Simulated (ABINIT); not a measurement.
# SiC (Moissanite): G0W0 in ABINIT against the bands in the screening

Wanted: the cheapest bands in the screening that holds the gap of SiC (Moissanite).

Method: LDA and many-body steps on it, plane waves, in ABINIT 10.8.3.

### 1. The starting structure

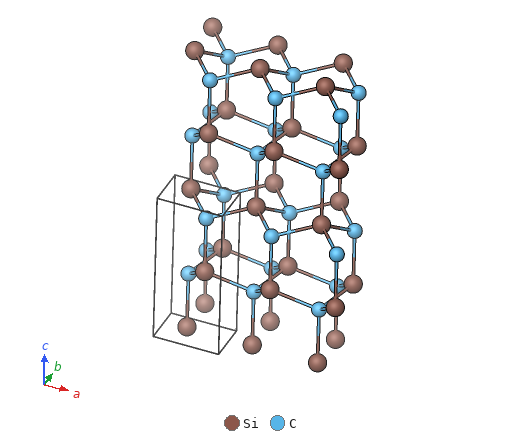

The starting structure, seen slightly off an axis (silicon brown, carbon blue). 3×2×2 cells are drawn. Some periodic images of atoms are drawn too.

The cell and positions come from the Crystallography Open Database and are kept as given unless a step says otherwise.

### 2. Screening, 3×3×2 mesh, 16 bands, screening to 130.6 eV

This step: ABINIT 10.8.3; RPA screening on LDA, plane waves, norm-conserving pseudopotentials.

The RPA dielectric matrix is built and inverted for each q.

File run.abi:

```
acell 3*1.0 Angstrom
rprim 
  3.075999999976 0.000000000005 0.000000000000
  -1.537999999993 2.663894142018 0.000000000000
  0.000000000000 0.000000000000 5.048000000000
ntypat 2
znucl 14 6
natom 4
typat 1 1 2 2
xred 
  0.333333333333 0.666666666667 0.000000000000
  0.666666666667 0.333333333333 0.500000000000
  0.333333333333 0.666666666667 0.385000000000
  0.666666666667 0.333333333333 0.885000000000
pp_dirpath "pseudos"
pseudos "Si.upf, C.upf"
ecut 37
ngkpt 3 3 2
nshiftk 1
shiftk 0 0 0
kptopt 1
chksymbreak 0
istwfk *1
occopt 1
irdwfk 1
optdriver 3
nband 16
ecuteps 4.8
inclvkb 2
awtr 1
symchi 1
indata_prefix "in"
outdata_prefix "out"
tmpdata_prefix "tmp"
```

On the command line:

```sh
> OMP_NUM_THREADS=1 mpirun -n 4 abinit run.abi > log
```

The program printed:

```text
.Version 10.8.3 of ABINIT. v10.8.2 released Aug 2026.

 Symmetries : space group P6_3 m c (#186); Bravais hP (primitive hexag.)
[... echo of the input left out ...]
== DATASET  1 ==================================================================
-   mpi_nproc: 4, omp_nthreads: 1 (-1 if OMP is not activated)

--- !DatasetInfo
iteration_state: {dtset: 1, }
dimensions: {natom: 4, nkpt: 6, mband: 16, nsppol: 1, nspinor: 1, nspden: 1, mpw: 3018, }
cutoff_energies: {ecut:  37.0, pawecutdg:  -1.0, }
electrons: {nelect:   1.60000000E+01, charge:   0.00000000E+00, occopt:   1.00000000E+00, tsmear:   1.00000000E-02, }

 SCREENING: Calculation of the susceptibility and dielectric matrices

 Based on a program developped by R.W. Godby, V. Olevano, G. Onida, and L. Reining.
 Incorporated in ABINIT by V. Olevano, G.-M. Rignanese, and M. Torrent.
.Using double precision arithmetic ; gwpc =  8

[... cell and pseudopotentials left out ...]
--------------------------------------------------------------------------------

 ==== K-mesh for the wavefunctions ====
 Number of points in the irreducible wedge :     6
[... list of points left out ...]
 Together with 12 symmetry operations and time-reversal symmetry
 yields    18 points in the full Brillouin Zone.

 ==== Q-mesh for the screening function ====
 Number of points in the irreducible wedge :     6
[... list of points left out ...]
 Together with 12 symmetry operations and time-reversal symmetry
 yields    18 points in the full Brillouin Zone.

 setmesh: FFT mesh size selected  =    20x   20x   36
          total number of points  =        14400

 vcoul_init : cutoff-mode = AUXILIARY_FUNCTION
 q-points for optical limit:   1
     1)      0.000010    0.000020    0.000030

- screening: taking advantage of time-reversal symmetry
- Maximum band index for partially occupied states nbvw = 8
- Remaining bands to be divided among processors   nbcw = 8
- Number of bands treated by each node ~2

 Number of electrons calculated from density =   16.0000; Expected =   16.0000
 average of density, n =  0.057319
 r_s =    1.6089
 omega_plasma =   23.0944 [eV]

 calculating chi0 at frequencies [eV] :
  1    0.000000E+00    0.000000E+00
  2    0.000000E+00    2.309436E+01

--------------------------------------------------------------------------------
  q-point number  1        q = ( 0.000000, 0.000000, 0.000000) [r.l.u.]
--------------------------------------------------------------------------------
[... chi0 elements left out ...]
 For q-point:  0.000010 0.000020 0.000030
  dielectric constant =   8.6687
  dielectric constant without local fields =   9.3971

  Average fulfillment of the sum rule on Im[epsilon] for q-point    1 :     23.56  [%]
[... wings left out ...]
  q-point number  2        q = ( 0.333333, 0.000000, 0.000000) [r.l.u.]
--------------------------------------------------------------------------------
[... chi0 elements left out ...]
  Average fulfillment of the sum rule on Im[epsilon] for q-point    2 :     34.51  [%]

 [... 4 further q-points ...]
```

The job ended after 2.8 s (4 MPI ranks of Arm Neoverse V1, shared host; peak memory 0.1 GiB; 11 s of CPU time).

This step gave:

| Property | Result |
| --- | --- |
| ε∞ with local fields, on this mesh, along the program's q direction | 8.669 |
| the same without local fields | 9.397 |
| plasma frequency | 23.09 eV |
| plane waves in the screening matrix | 135 |

Local fields lower ε∞ by 8 %. On a Γ-centred mesh this coarse the value itself is usually too large, while a short band sum pulls it down.

### 3. 16 bands

The self-energy is evaluated for the states that the input lists, and the levels follow from it, in one-shot runs by the linearised quasiparticle equation.

This step: G0W0 on LDA, plane waves, norm-conserving pseudopotentials.

Edit run.abi of step 2 so:

```diff
@@ -25,8 +25,19 @@
 irdwfk 1
-optdriver 3
-nband 16
+optdriver 4
+nband 39
+gwcalctyp 0
+ecutsigx 37
+symsigma 1
+nkptgw 3
+kptgw 
+  0.0000000000 0.0000000000 0.0000000000
+  0.3333333333 0.3333333333 0.0000000000
+  0.3333333333 0.0000000000 0.0000000000
+bdgw 
+  6 10
+  7 10
+  7 10
 ecuteps 4.8
-inclvkb 2
-awtr 1
-symchi 1
+irdscr 1
+ppmodel 1
 indata_prefix "in"
```

The program printed:

```text
.Version 10.8.3 of ABINIT. v10.8.2 released Aug 2026.

 Symmetries : space group P6_3 m c (#186); Bravais hP (primitive hexag.)
[... echo of the input left out ...]
== DATASET  1 ==================================================================
-   mpi_nproc: 4, omp_nthreads: 1 (-1 if OMP is not activated)

--- !DatasetInfo
iteration_state: {dtset: 1, }
dimensions: {natom: 4, nkpt: 6, mband: 39, nsppol: 1, nspinor: 1, nspden: 1, mpw: 3018, }
cutoff_energies: {ecut:  37.0, pawecutdg:  -1.0, }
electrons: {nelect:   1.60000000E+01, charge:   0.00000000E+00, occopt:   1.00000000E+00, tsmear:   1.00000000E-02, }

 SIGMA: Calculation of the GW corrections

 Based on a program developped by R.W. Godby, V. Olevano, G. Onida, and L. Reining.
 Incorporated in ABINIT by V. Olevano, G.-M. Rignanese, and M. Torrent.
.Using double precision arithmetic ; gwpc =  8

[... cell and pseudopotentials left out ...]
--------------------------------------------------------------------------------

 ==== K-mesh for the wavefunctions ====
 Number of points in the irreducible wedge :     6
[... list of points left out ...]
 Together with 12 symmetry operations and time-reversal symmetry
 yields    18 points in the full Brillouin Zone.

 ==== Q-mesh for screening function ====
 Number of points in the irreducible wedge :     6
[... list of points left out ...]
 Together with 12 symmetry operations and time-reversal symmetry
 yields    18 points in the full Brillouin Zone.

 vcoul_init : cutoff-mode = AUXILIARY_FUNCTION
 q-points for optical limit:   1
     1)      0.000010    0.000020    0.000030
 setmesh: FFT mesh size selected  =    27x   27x   54
          total number of points  =        39366

 Number of electrons calculated from density =   16.0000; Expected =   16.0000
 average of density, n =  0.057319
 r_s =    1.6089
 omega_plasma =   23.0944 [eV]

 === KS Band Gaps ===
  >>>> For spin  1
   Minimum direct gap =   4.3111 [eV], located at k-point      :   0.3333  0.0000  0.0000
   Fundamental gap    =   2.2220 [eV], Top of valence bands at :   0.0000  0.0000  0.0000
                                       Bottom of conduction at :   0.3333  0.3333  0.0000
 SIGMA fundamental parameters:
 PLASMON POLE MODEL  1
 number of plane-waves for SigmaX                 2997
 number of plane-waves for SigmaC and W            135
 number of plane-waves for wavefunctions          2997
 number of bands                                    39
 number of independent spin polarizations            1
 number of spinorial components                      1
 number of k-points in IBZ                           6
 number of q-points in IBZ                           6
 number of symmetry operations                      12
 number of k-points in BZ                           18
 number of q-points in BZ                           18
 number of frequencies for dSigma/dE                 9
 frequency step for dSigma/dE [eV]                0.25
 number of omega for Sigma on real axis              0
 max omega for Sigma on real axis  [eV]           0.00
 zcut for avoiding poles [eV]                     0.10

 EPSILON^-1 parameters (SCR file):
 dimension of the eps^-1 matrix on file            135
 dimension of the eps^-1 matrix used               135
 number of plane-waves for wavefunctions          2997
 number of bands                                    16
 number of q-points in IBZ                           6
 number of frequencies                               2
 number of real frequencies                          1
 number of imag frequencies                          1

 matrix elements of self-energy operator (all in [eV])

 Perturbative Calculation

--- !SelfEnergy_ee
iteration_state: {dtset: 1, }
kpoint     : [   0.000,    0.000,    0.000, ]
spin       : 1
KS_gap     :    4.582
QP_gap     :    5.600
Delta_QP_KS:    1.018
data: !SigmaeeData |
     Band     E0 <VxcDFT>   SigX SigC(E0)      Z dSigC/dE  Sig(E)    E-E0       E
        6   7.133 -14.990 -17.767   3.111   0.796  -0.256 -14.724   0.266   7.398
        7   7.133 -14.990 -17.767   3.111   0.796  -0.256 -14.724   0.266   7.398
        8   7.406 -14.790 -16.951   2.679   0.799  -0.251 -14.376   0.414   7.820
        9  11.988 -12.231  -6.614  -3.847   0.809  -0.236 -10.799   1.431  13.420
       10  13.440 -12.726  -6.990  -4.068   0.798  -0.254 -11.396   1.330  14.770

--- !SelfEnergy_ee
iteration_state: {dtset: 1, }
kpoint     : [   0.333,    0.333,    0.000, ]
spin       : 1
KS_gap     :    6.273
QP_gap     :    7.519
Delta_QP_KS:    1.246
data: !SigmaeeData |
     Band     E0 <VxcDFT>   SigX SigC(E0)      Z dSigC/dE  Sig(E)    E-E0       E
        7   3.355 -12.968 -16.502   3.519   0.781  -0.280 -12.980  -0.012   3.343
[...]
--- !SelfEnergy_ee
iteration_state: {dtset: 1, }
kpoint     : [   0.333,    0.000,    0.000, ]
spin       : 1
KS_gap     :    4.311
QP_gap     :    5.527
Delta_QP_KS:    1.216
data: !SigmaeeData |
     Band     E0 <VxcDFT>   SigX SigC(E0)      Z dSigC/dE  Sig(E)    E-E0       E
[...]
8   6.203 -14.579 -17.688   3.271   0.794  -0.260 -14.450   0.128   6.331
        9  10.514 -10.835  -5.676  -3.530   0.825  -0.212  -9.490   1.345  11.858
       10  12.172 -11.492  -6.132  -3.594   0.815  -0.227 -10.052   1.440  13.613

== END DATASET(S) ==============================================================
================================================================================

 -outvars: echo values of variables after computation  --------
           etotal      0.0000000000E+00
            nband          39
             nkpt           6
          spgroup         186
 [... the other variables as echoed above ...]

 Calculation completed.
```

Run time: 3.6 s. Hardware: 4 MPI ranks; peak memory 0.35 GiB.

Numbers from this step:

```
G0W0 gap on the points computed              : 3.042 eV
starting gap on the mesh                     : 2.222 eV
k of the valence top                         : 0, 0, 0
k of the conduction bottom                   : 0.3333, 0.3333, 0
Z at the valence top                         : 0.799
Z at the conduction bottom                   : 0.831
least direct G0W0 gap on the computed points : 5.527 eV
```

The gap on the mesh goes from 2.22 eV to 3.04 eV, a correction of +0.82 eV.

### 4. Screening, 3×3×2 mesh, 39 bands, screening to 130.6 eV

This step: RPA screening on LDA, plane waves, norm-conserving pseudopotentials.

Edit run.abi of step 3 so:

```diff
@@ -25,19 +25,8 @@
 irdwfk 1
-optdriver 4
+optdriver 3
 nband 39
-gwcalctyp 0
-ecutsigx 37
-symsigma 1
-nkptgw 3
-kptgw 
-  0.0000000000 0.0000000000 0.0000000000
-  0.3333333333 0.3333333333 0.0000000000
-  0.3333333333 0.0000000000 0.0000000000
-bdgw 
-  6 10
-  7 10
-  7 10
 ecuteps 4.8
-irdscr 1
-ppmodel 1
+inclvkb 2
+awtr 1
+symchi 1
 indata_prefix "in"
```

The program printed:

```text
.Version 10.8.3 of ABINIT. v10.8.2 released Aug 2026.

 Symmetries : space group P6_3 m c (#186); Bravais hP (primitive hexag.)
[... echo of the input left out ...]
== DATASET  1 ==================================================================
-   mpi_nproc: 4, omp_nthreads: 1 (-1 if OMP is not activated)

--- !DatasetInfo
iteration_state: {dtset: 1, }
dimensions: {natom: 4, nkpt: 6, mband: 39, nsppol: 1, nspinor: 1, nspden: 1, mpw: 3018, }
cutoff_energies: {ecut:  37.0, pawecutdg:  -1.0, }
electrons: {nelect:   1.60000000E+01, charge:   0.00000000E+00, occopt:   1.00000000E+00, tsmear:   1.00000000E-02, }

 SCREENING: Calculation of the susceptibility and dielectric matrices

 Based on a program developped by R.W. Godby, V. Olevano, G. Onida, and L. Reining.
 Incorporated in ABINIT by V. Olevano, G.-M. Rignanese, and M. Torrent.
.Using double precision arithmetic ; gwpc =  8

[... cell and pseudopotentials left out ...]
--------------------------------------------------------------------------------

 ==== K-mesh for the wavefunctions ====
 Number of points in the irreducible wedge :     6
[... list of points left out ...]
 Together with 12 symmetry operations and time-reversal symmetry
 yields    18 points in the full Brillouin Zone.

 ==== Q-mesh for the screening function ====
 Number of points in the irreducible wedge :     6
[... list of points left out ...]
 Together with 12 symmetry operations and time-reversal symmetry
 yields    18 points in the full Brillouin Zone.

 setmesh: FFT mesh size selected  =    20x   20x   36
          total number of points  =        14400

 vcoul_init : cutoff-mode = AUXILIARY_FUNCTION
 q-points for optical limit:   1
     1)      0.000010    0.000020    0.000030

- screening: taking advantage of time-reversal symmetry
- Maximum band index for partially occupied states nbvw = 8
- Remaining bands to be divided among processors   nbcw = 31
- Number of bands treated by each node ~7

 Number of electrons calculated from density =   16.0000; Expected =   16.0000
 average of density, n =  0.057319
 r_s =    1.6089
 omega_plasma =   23.0944 [eV]

 calculating chi0 at frequencies [eV] :
  1    0.000000E+00    0.000000E+00
  2    0.000000E+00    2.309436E+01

--------------------------------------------------------------------------------
  q-point number  1        q = ( 0.000000, 0.000000, 0.000000) [r.l.u.]
--------------------------------------------------------------------------------
[... chi0 elements left out ...]
 For q-point:  0.000010 0.000020 0.000030
  dielectric constant =   8.7857
  dielectric constant without local fields =   9.6161

  Average fulfillment of the sum rule on Im[epsilon] for q-point    1 :     55.13  [%]
[... wings left out ...]
  q-point number  2        q = ( 0.333333, 0.000000, 0.000000) [r.l.u.]
--------------------------------------------------------------------------------
[... chi0 elements left out ...]
  Average fulfillment of the sum rule on Im[epsilon] for q-point    2 :     66.28  [%]

 [... 4 further q-points ...]
```

Run time: 3.9 s. Hardware: 4 MPI ranks; peak memory 0.4 GiB; 15 s of CPU time.

Numbers from this step:

| Property | Result |
| --- | --- |
| ε∞ with local fields, on this mesh, along the program's q direction | 8.786 |
| the same without local fields | 9.616 |
| plasma frequency | 23.09 eV |
| plane waves in the screening matrix | 135 |

(Part 1 of 2 ends here.)

[Paths, hosts, dates, memory and timing lines, banners, echoed tables and standing remarks are left out of the program output.]

[Logs are printed without paths, hosts, clocks, repeated set-up lines and the standing remarks that a program may print on its own settings, such as how far it seeks lower states.]

[Runs of the session that timed out or met a known fault of the program may be left out.]

[Hosts, paths, dates, database ids (printed as entryN), source tags and the programs' standing remarks are cut or masked in the printed files.]

[G0W0 gaps are taken among the corrected bands and points alone; a level outside them can change the order at an edge.]

[Where Ansatz stands beside ABINIT at settings called matched, ABINIT's density can come from a denser mesh and the files from another edition; pairs whose starting gaps differed by over 0.03 eV were left out, so agreement reads better than it is.]
